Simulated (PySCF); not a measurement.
# Ge2O2: frequency calculation

- system: Ge2O2, multiplicity 3
- method: UKS-based PBE0, Ge def2-TZVP, O def2-TZVP; non-relativistic Hamiltonian; density fitting (PySCF 2.14.0)

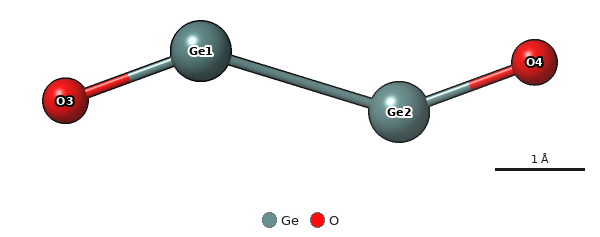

**Figure 1.** The input geometry (ball-and-stick view, seen at a tilt; atoms are numbered from 1 in the order of the input). Sticks mark near contacts.

**Summary**

```json
{"quantity": "outcome", "value": "converged"}
{"quantity": "total energy", "value": "−4303.747570 hartree"}
{"quantity": "⟨S²⟩", "value": "2.032"}
{"quantity": "zero-point energy", "value": "0.005074 hartree"}
{"quantity": "dipole moment", "value": "0.00 D"}
{"quantity": "wavenumbers, lowest and highest", "value": "19i and 925 cm⁻¹"}
{"quantity": "hardware", "value": "4 threads of Arm Neoverse V2, 24 GiB of memory available, shared host"}
{"quantity": "wall time", "value": "2.3 min (CPU time 7.2 min)"}
{"quantity": "peak memory", "value": "1.6 GiB"}
```

**Remarks**

Checks after the run noted: a mode under 25 cm-1 is near the numerical noise.

**The input**
```python
from pyscf import gto, scf, dft
mol = gto.M(atom='''
Ge     0.070193     0.372325     1.136743
Ge    -0.070193    -0.372325    -1.136743
O     -0.047630    -0.252643     2.653474
O      0.047630     0.252643    -2.653474''',
    basis={'Ge': 'def2-TZVP', 'O': 'def2-TZVP'},
    charge=0, spin=2)
mf = dft.UKS(mol, xc='PBE0')
mf.grids.atom_grid = (75, 302)
aux = {'Ge': 'def2-universal-JKFIT', 'O': 'def2-universal-JKFIT'}
mf = mf.density_fit(auxbasis=aux)
mf.conv_tol = 1e-09
mf.diis_space = 10
mf.max_cycle = 60
mf.verbose = 4
mf.kernel()
```

The script is an equivalent of the set-up of the self-consistent field. The run itself was carried out by a driver, which started from the orbitals of the step before it where there was one and computed the further properties.

Command:
```bash
OMP_NUM_THREADS=4 python axn.py task.json out
```

**What the program printed**
```
init E= -4303.74757043833
  alpha nocc = 41  HOMO = -0.229763412359219  LUMO = -0.086931024777345
  beta  nocc = 39  HOMO = -0.336292680764009  LUMO = -0.200001651280246
  HOMO = -0.229763412359  LUMO = -0.20000165128  gap/eV = 0.80986
cycle= 1 E= -4303.74757043826  delta_E= 6.64e-11  |g|= 1.42e-05  |ddm|= 1.64e-05
  alpha nocc = 41  HOMO = -0.229763403635545  LUMO = -0.0869311188446699
  beta  nocc = 39  HOMO = -0.336293525848566  LUMO = -0.200001979489372
  HOMO = -0.229763403636  LUMO = -0.200001979489  gap/eV = 0.80985
cycle= 2 E= -4303.74757043743  delta_E= 8.29e-10  |g|= 4.46e-05  |ddm|= 4.14e-05
  alpha nocc = 41  HOMO = -0.229763432237419  LUMO = -0.0869310791941041
  beta  nocc = 39  HOMO = -0.336292880261661  LUMO = -0.200001738536145
  HOMO = -0.229763432237  LUMO = -0.200001738536  gap/eV = 0.80986
cycle= 3 E= -4303.74757043833  delta_E= -8.94e-10  |g|= 6.05e-06  |ddm|= 3.04e-05
  alpha nocc = 41  HOMO = -0.229763424995511  LUMO = -0.0869310676096136
  beta  nocc = 39  HOMO = -0.336292812545643  LUMO = -0.200001704078588
  HOMO = -0.229763424996  LUMO = -0.200001704079  gap/eV = 0.80986
cycle= 4 E= -4303.74757043833  delta_E= -3.64e-12  |g|= 5.35e-07  |ddm|= 4.15e-06
  alpha nocc = 41  HOMO = -0.229763409688296  LUMO = -0.0869310692944177
  beta  nocc = 39  HOMO = -0.33629291098927  LUMO = -0.200001729875943
  HOMO = -0.229763409688  LUMO = -0.200001729876  gap/eV = 0.80986
Extra cycle  E= -4303.74757043833  delta_E= 2.73e-12  |g|= 1.49e-06  |ddm|= 1.15e-06
converged SCF energy = -4303.74757043833  <S^2> = 2.0318615  2S+1 = 3.0211664
```

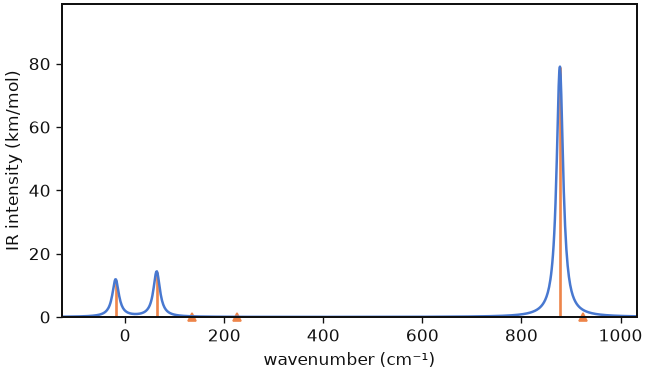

**Figure 2.** Harmonic infrared spectrum, unscaled: sticks (degenerate modes added up, dark ones marked on the axis) with a Lorentzian envelope of 16 cm⁻¹ full width, scaled to the tallest stick; imaginary modes are drawn at negative wavenumbers. 6 modes from 19i to 925 cm⁻¹, 1 imaginary beyond 8i (19i cm⁻¹): not a clean minimum; so soft a mode can be a shallow saddle, an incomplete relaxation or noise of the force constants. The strongest line is at 878 cm⁻¹ (79 km/mol). All modes, in cm⁻¹ (km/mol): 19i (11.8), 64 (14.3), 135 (0.0), 225 (0.0), 878 (79), 925 (0.0).

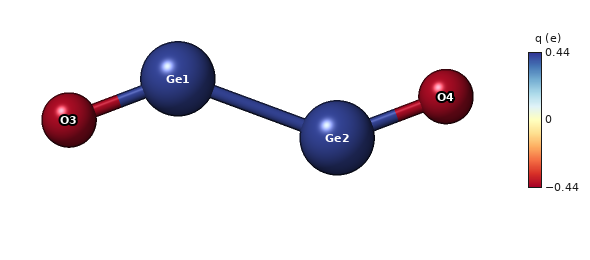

**Figure 3.** Mulliken charges, as the colour of each atom (ball-and-stick view, seen on its broad side; atoms are numbered from 1 in the order of the input). By element: Ge +0.42 and O −0.42 e.
